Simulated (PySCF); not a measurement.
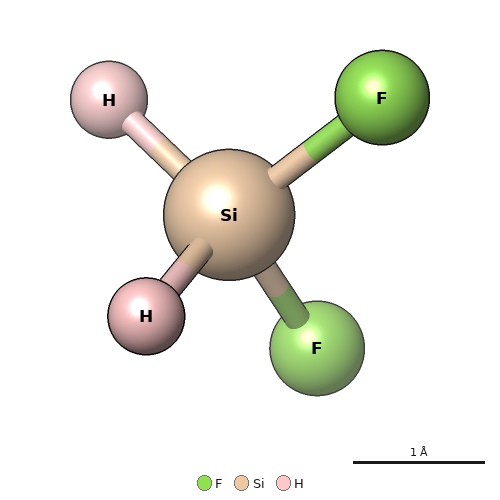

Atoms fade into the background with distance from the viewer. The computed structure is the end point of a PBE0-D3(BJ)/def2-SVP optimisation. No frequency run is at hand to confirm it as a minimum. Masses are those of the most abundant isotopes; constants are for the rigid equilibrium geometry.

**Classify the rotor and give the rotational constants (GHz).**

An asymmetric top (C2v): A = 23.8, B = 7.48, C = 6.12 GHz. Ray's parameter κ is −0.85, nearer the prolate limit.
